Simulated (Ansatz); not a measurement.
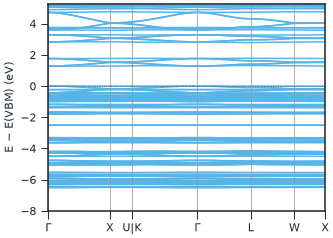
*Band structure from the program Ansatz at the PBE+D3(BJ) level (PAW)*

### Question
Read off the gap and where the band edges lie.

### Answer
About 1.3 eV (1.28 eV by a search for the band edges); maximum at Γ, minimum at X.

The material is C₁₂S₁₃Zn₄ in space group Fm-3m (No. 225; Pearson symbol cF232).

The cell is a constructed one: a structure type filled with these elements; neither database checked (COD, Materials Project) lists it. Whether it is the stable phase at ambient conditions was not checked. The PBE+D3(BJ) relaxation kept the symmetry of its start; its stability against distortions is not shown here.

Potentials: the later of the program's two PAW sets.
